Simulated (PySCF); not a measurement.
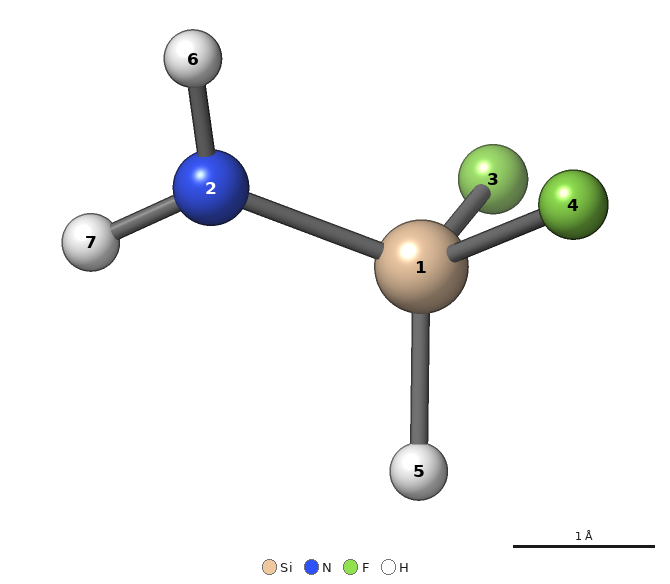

The view is orthographic, and the bar gives the scale. Computed geometry: PBE0-D4/def2-TZVP optimisation. No frequency run is at hand to confirm it as a minimum.

Reconstruct the coordinates (Å) as seen: x to the right, y up, z towards the viewer, origin at the mean of the atomic positions.

```xyz
7
F2H3NSi
Si   0.56  -0.26  -0.16
N   -0.94   0.30   0.36
F    1.07   0.36  -1.53
F    1.64   0.18   0.91
H    0.54  -1.72  -0.33
H   -1.07   1.22   0.74
H   -1.80  -0.09   0.00
```
